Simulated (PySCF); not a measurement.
# F6Si3 (cyclo-(SiF2)3): the cost of one run

Programs: PySCF 2.14.0, with routines of our own; each step states its level. All values are computed. Atoms count from 0.

### 1 The starting structure

9 atoms, charge 0, multiplicity 1; geometry from: GFN1-xTB.

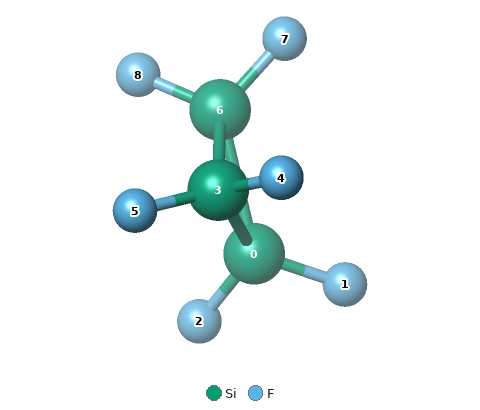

The starting geometry (silicon teal, fluorine blue).

### 2 Magnetic properties: GIAO PBE0/def2-SVP

Job settings and geometry (Å):

```
{"job": {"kind": "mag", "xc": "PBE0", "basis": "def2-SVP"}, "charge": 0, "multiplicity": 1}
Si    -0.291160     0.916870    -1.032460
F      0.023360     0.754770    -2.605520
F     -1.005570     2.361770    -0.963260
Si    -0.941230    -0.990090     0.349560
F     -1.129800    -2.483250    -0.231050
F     -2.110620    -0.893520     1.455950
Si     1.234900     0.070250     0.676440
F      2.640740    -0.645540     0.339850
F      1.579390     0.908740     2.010500
```

With the program's defaults for keys left out, this is: GIAO PBE0/def2-SVP magnetisability, rotational g tensor and spin-rotation constants, non-relativistic, gas phase.

On the command line:

```sh
OMP_NUM_THREADS=1 python excited_run.py task.json out
```

The driver reads the jobs from task.json and runs them one after another.

**Question.** How long does this first job take on 1 thread of Arm Neoverse V1, shared host, and how much memory does it need?

About 27 s, with a peak of 0.76 GiB.
